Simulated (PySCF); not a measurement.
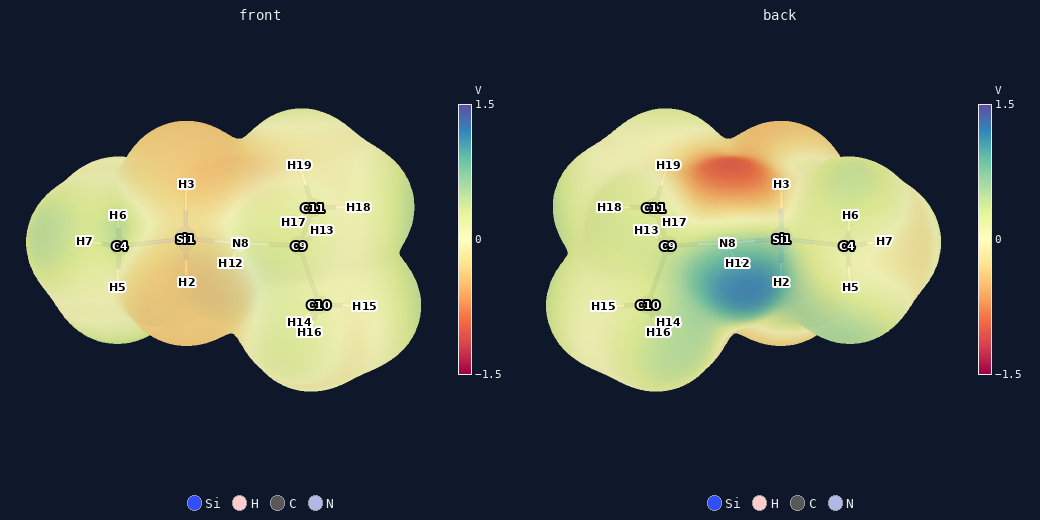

C4H13NSi (SiH2Me(NHiPr)). The electrostatic potential painted on the density surface at 0.001 e/bohr³, seen from the front and from behind; the colour scale runs from red (negative) to blue (positive).

Geometry: PBE0-D3(BJ)/def2-SVP.

Level of theory: PySCF, PBE0/pcSseg-1, SCF density, gas phase, non-relativistic.

```xyz
19

Si    0.3494    1.4628   -0.0757
H     0.9500    1.5098    1.3040
H     1.5008    1.5671   -1.0268
C    -0.7946    2.9334   -0.2897
H    -1.6117    2.9184    0.4486
H    -1.2375    2.9428   -1.2976
H    -0.2377    3.8731   -0.1526
N    -0.5926    0.0389   -0.3999
C    -0.1916   -1.3485   -0.2310
C    -0.4478   -1.8596    1.1857
C     1.2644   -1.5357   -0.6310
H    -1.5941    0.1678   -0.2954
H    -0.8003   -1.9604   -0.9239
H     0.1616   -1.3005    1.9141
H    -0.2024   -2.9296    1.2799
H    -1.5057   -1.7310    1.4641
H     1.9372   -0.9767    0.0421
H     1.5504   -2.5961   -0.5725
H     1.4397   -1.1824   -1.6576
```

Which sites attract a positive test charge, and which a negative one?

Answer. A positive charge is drawn to the negative regions and a negative charge to the positive ones. The most negative region (about −1.0 V, or −23 kcal/mol for a unit charge) lies over N8, the most positive (about +1.2 V, or +28 kcal/mol for a unit charge) over H12.

How polar is the molecule by this calculation?

Answer. Its dipole moment is 1.14 D.
